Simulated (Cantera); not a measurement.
Input: 1 mol Si₃N₄, 0.002 mol Si, 0.025 mol H₂, at 9.50 mbar.

Cantera equilibrium calculation (NASA polynomials, part measured and part estimated; ideal gas, pure solids and liquids). Candidate condensed phases: Si, Si₃N₄; 18 gas species. Mutual solubility and eutectic melting of coexisting phases are not modelled. The tables' values for SiN are old estimates; treat these amounts as uncertain. Gases not in the tables: Si₂H₆ and higher silanes. Rates play no part.

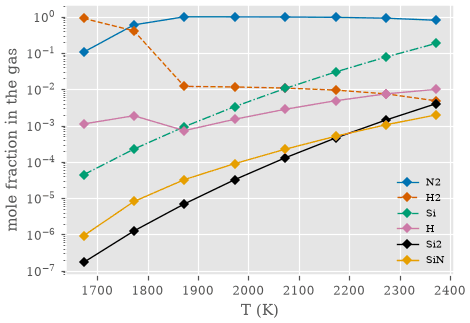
*Equilibrium gas composition (values under 1e-9 drawn at 1e-9)*

Q: Read off the mole fractions at 1973 K.

A: N₂ about 0.98, H₂ about 0.012, Si about 0.0033, H about 0.0015, SiN about 8.9e-5, Si₂ about 3.2e-5.
